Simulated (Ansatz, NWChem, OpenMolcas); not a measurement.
**Strength of the N–C bond: HNCO → NH + CO**

Species: HNCO (isocyanic acid) `N=C=O`, singlet; NH (imidogen), triplet; CO (carbon monoxide), singlet. 

Shapes, held fixed at every level: PBE0-D4/def2-TZVP; NH at the measured bond length. Programs: Ansatz 0.2.0, NWChem 7.3.0, OpenMolcas 26.06. A level may come from different programs for different species; with the same settings they agree closely. Electronic energies: no zero-point or thermal term.

```tsv
level	kind	ΔE (kJ/mol)
HF/STO-3G	Hartree–Fock	+32.5
HF/3-21G	Hartree–Fock	+144.6
HF/def2-SVP	Hartree–Fock	+187.6
B3LYP/6-31G* (spherical functions)	global hybrid	+393.1
PBE0/def2-SVP	global hybrid	+427.8
```

PBE0/def2-SVP gives ΔE = +427.8 kJ/mol; the levels span +32.5 to +427.8. The median of the levels is +187.6. Hartree–Fock misses the correlation of the pair that is broken and comes out low. No measured value is set beside it here. Open shells run unrestricted unless RO is named. Rows in sets without polarisation functions are far from converged.

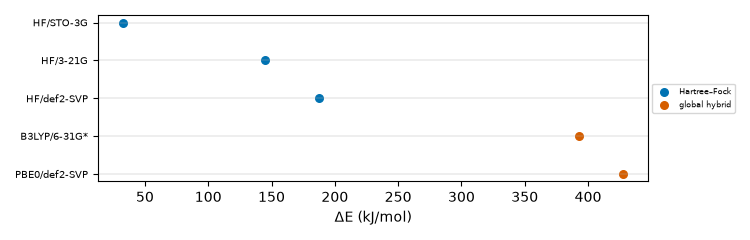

The values of the table, level by level.
